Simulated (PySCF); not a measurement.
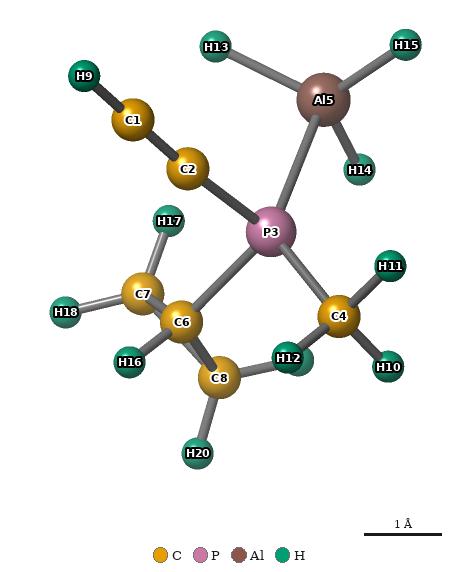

Starting structure of C$_{6}$H$_{12}$AlP. The picture is a ball-and-stick view, seen from a free direction.

The start comes from GFN2-xTB. Its atoms were then displaced at random by about 0.01 Å.

Computed with PBE0-D3(BJ)/def2-SVP geometry optimisation, gas phase (PySCF 2.14.0, density-fitted response routines).

```xyz
20

C    -0.8572    2.8809    1.0927
C    -0.7396    1.8529    0.5161
P    -0.6264    0.2631   -0.2203
C    -1.0433    0.6569   -1.9529
Al   -1.5180   -1.3117    1.4805
C     1.1943    0.0955   -0.3341
C     1.8549   -0.7683    0.7200
C     1.7213   -1.2793   -0.6742
H    -0.9851    3.8423    1.5865
H    -0.9080   -0.2294   -2.5551
H    -2.1438    0.9054   -1.9711
H    -0.4825    1.4903   -2.3204
H    -0.8803   -0.5775    2.7181
H    -0.8859   -2.6401    0.9800
H    -3.0411   -1.0448    1.2265
H     1.7409    0.9655   -0.7023
H     1.1977   -1.1770    1.4773
H     2.8155   -0.4794    1.0827
H     0.9723   -2.0711   -0.8382
H     2.5633   -1.3586   -1.2819
```

Where does the relaxation end?

Answer. After 13 geometry steps the energy has fallen by 40.1 kJ/mol. H14 moves most after the best rigid fit: 0.96 Å. Largest moves by element: H 0.96 Å, Al 0.38 Å, C 0.32 Å, P 0.18 Å. Near-neighbour distances that change, for instance: Al5–H14 1.554 → 1.612 Å, C8–H20 1.042 → 1.093 Å, Al5–H13 1.574 → 1.605 Å, C1–C2 1.185 → 1.214 Å. Bond angles that change, for instance: C4–P3–Al5 134.8° → 111.8°, C2–P3–Al5 105.3° → 114.8°, P3–Al5–H13 95.6° → 101.7°.

The structure at the end:

```xyz
20

C    -0.7451    3.0584    1.1023
C    -0.6347    1.9736    0.5681
P    -0.5164    0.3551   -0.1134
C    -1.1891    0.5351   -1.8007
Al   -1.7071   -1.4052    1.1702
C     1.2607    0.1031   -0.3362
C     2.0508   -0.5276    0.7797
C     1.7735   -1.3114   -0.4579
H    -0.8462    4.0199    1.5739
H    -1.0910   -0.4378   -2.3040
H    -2.2546    0.7956   -1.7354
H    -0.6494    1.3075   -2.3663
H    -0.9142   -1.3848    2.5650
H    -1.3633   -2.6046    0.1490
H    -3.1848   -0.7865    1.0973
H     1.7550    0.8775   -0.9327
H     1.5129   -0.8065    1.6907
H     3.0596   -0.1418    0.9447
H     1.0474   -2.1277   -0.3935
H     2.5851   -1.4766   -1.1708
```

After the run, drawn alike:

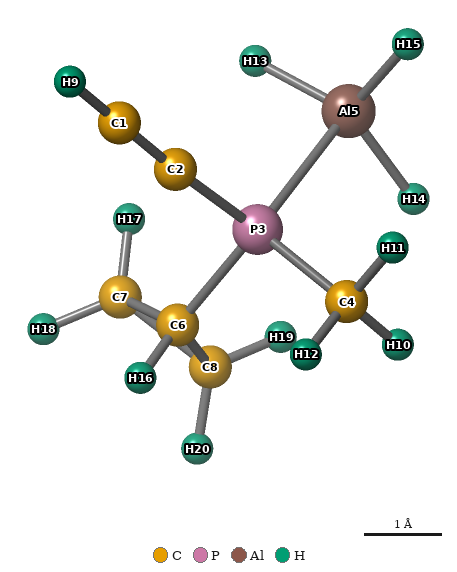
